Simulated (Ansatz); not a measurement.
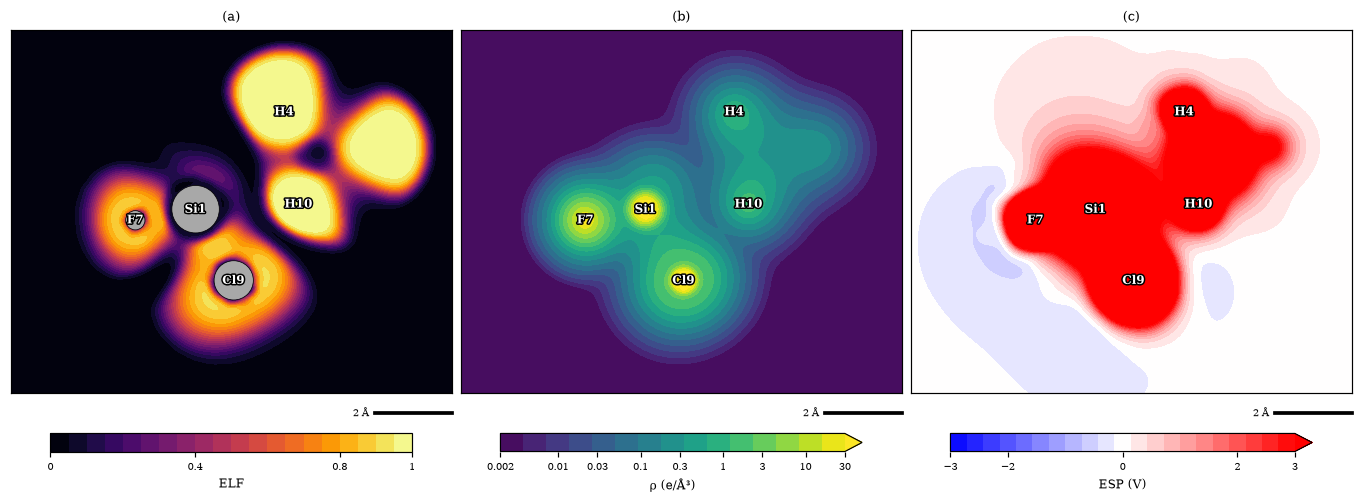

ClF2HSi···SiH4. (a) ELF; (b) total electron density; (c) molecular electrostatic potential on the plane of atoms F7, Si1 and Cl9. Grey discs cover the atomic cores in the ELF map.

Not at a stationary point (largest force 1.1 eV/Å).

All numbers below come from RKS PBE0-D4/6-31G* in Ansatz.

```csv
atom,x (Å),y (Å),z (Å)
Si,-0.4668,0.2171,-0.3872
Si,-0.1938,-0.2257,3.0028
H,-0.5620,-0.8036,4.3219
H,1.0042,-0.9253,2.4676
H,0.1182,1.2218,3.1581
H,0.3759,0.9692,0.5479
F,-0.1444,0.6874,-1.8701
F,-0.1962,-1.3451,-0.3102
Cl,-2.4970,0.5817,-0.0284
H,-1.3191,-0.3657,2.0644
```

Read the bonding off the picture.

The plane passes through Si, H, F and Cl nuclei.
Si–F (1.59 Å): the density is about 1.1 e/Å³ at the midpoint; the ELF peaks at about 0.85 in the valence shell of F, 0.6 Å from its nucleus, and is about 0.40 at the midpoint.
Si–Cl (2.09 Å): ρ at the midpoint is about 0.86 e/Å³; the ELF peaks at about 0.90 between the atoms: a polar covalent bond.
The ELF also peaks beside Cl9 and F7, away from the bonds: lone-pair regions.
Outside the dense part of the complex the potential is most negative (−0.5 V) near F7.
